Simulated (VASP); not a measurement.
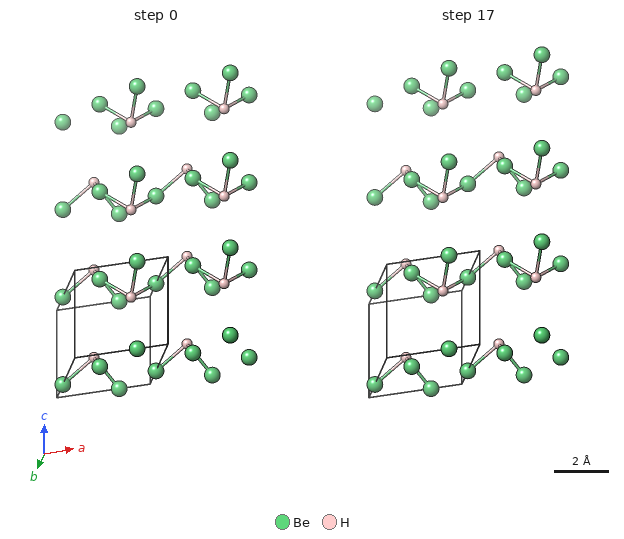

The structure of a crystal of Be$_{3}$H$_{2}$ (a generated structure, set up in P321) before (left) and after (right) a relaxation, at one scale.

Style: ball-and-stick. Shown: the cell of the calculation, repeated 2 × 1 × 3 with one cell outlined, from a free direction.

The run lets cell and atoms move.

All numbers below come from Kohn-Sham DFT of a periodic cell, PBE, VASP PAW PBE potentials, recommended in VASP.

Input file:
```
PREC = Accurate ; ENCUT = 600
EDIFF = 1E-6 ; ISMEAR = 0
SIGMA = 0.05 ; LREAL = F
LASPH = T ; NELM = 100
ALGO = Normal ; ISIF = 3
LWAVE = F ; LCHARG = F
GGA = PE ; IBRION = 2
NSW = 60 ; EDIFFG = -0.01
```

Launched with:
```bash
cat potpaw_PBE.64/Be/POTCAR potpaw_PBE.64/H/POTCAR > POTCAR
mpirun -np 1 vasp_std > vasp.out
```

**Summarise the run.**

The largest moves relative to the cell, 0.070 Å, are those of H atoms. Largest moves by element: H 0.070 Å, Be 0.001 Å. The drawn cell changes as follows: a = b 3.710 → 3.703 Å (−0.2 %), c 3.600 → 3.850 Å (+6.9 %); the volume changes by +6.5 %. Near-neighbour distances that change, for instance: Be–H 1.548 → 1.543 Å. The space group stays P321 (No. 150). The energy falls by 2.6 meV per atom in 17 geometry steps. The largest force component goes from 0.057 to 0.0079 eV/Å. The pressure goes from 0.15 to −0.13 GPa.
